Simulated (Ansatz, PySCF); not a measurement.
Potential energy curve for GaS (cation, charge +1), lowest triplet found (which spin is the ground state isn't settled by this scan).

Methods: UHF/LANL2DZ = unrestricted Hartree-Fock/LANL2DZ, with its core potentials past Ne (PySCF); UCCSDT = CCSDT on UHF/cc-pVDZ, cores with 3d frozen (Ansatz, a first-principles code); UCCSD = CCSD on UHF/cc-pVDZ, cores with 3d frozen in Ansatz.

Energies are in eV, each relative to the lowest point of its own curve between 2.57 and 3.63 Å, where full CI is lowest.

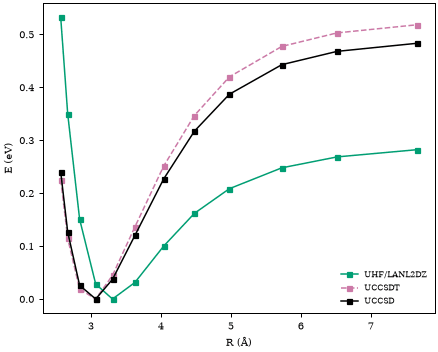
Energy against bond length for each method.

```csv
R / Å,UHF/LANL2DZ,UCCSDT,UCCSD
2.57,0.532,0.226,0.240
2.67,0.350,0.114,0.127
2.84,0.151,0.019,0.026
3.07,0.028,0.000,0.000
3.31,0.000,0.045,0.037
3.63,0.031,0.136,0.120
4.04,0.100,0.251,0.227
4.48,0.162,0.347,0.317
4.98,0.208,0.420,0.387
5.73,0.248,0.477,0.443
6.52,0.269,0.503,0.468
7.66,0.282,0.518,0.483
```

At the longest distance, 7.66 Å, UCCSDT lies highest above its minimum (0.518 eV) and UHF/LANL2DZ lowest (0.282 eV).

The scan ran from 1.65 to 7.66 Å; beyond the distances shown full CI changes its symmetry label.
